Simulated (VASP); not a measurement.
Band structure of GaAg (space group Pm-3m). These are PBEsol GGA, VASP's PBE PAW potentials (set 64) (plane waves; VASP 6.6.1) values and carry that method's errors.

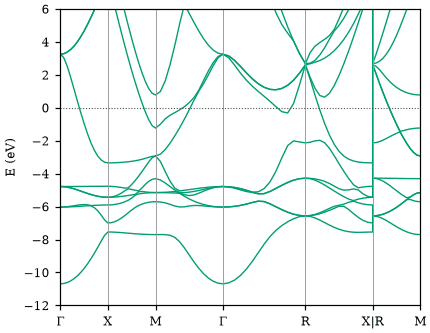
Fig. 1. Bands along high-symmetry lines, zero at the valence-band maximum or, without a gap, the Fermi level

### Question
Read the plot: is there a gap, and where are the band edges?

### Answer
It has no gap at this level: it comes out as a metal or semimetal. (Edges off the drawn lines would not show.)

The structure comes from a computed database's GaAg entry (Pm-3m); how it stands against other phases isn't given here. It was relaxed first, which changed the volume by -8 %.
